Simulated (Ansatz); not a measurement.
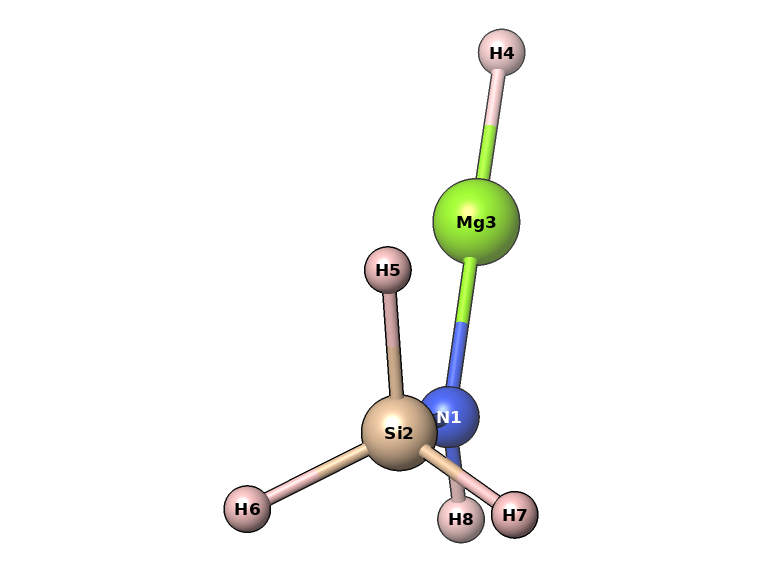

N1 lies behind Si2. The molecule seen a little off the Si2–N1 bond, Si2 in front. Atoms fade into the background with distance from the viewer. Computed geometry: PBE-D4/def2-SVP optimisation. No frequency run is at hand to confirm it as a minimum.

**What is the torsion angle H5–Si2–N1–Mg3? The sign is positive where the front bond must turn clockwise to cover the back bond.**

0°, synperiplanar (eclipsed).
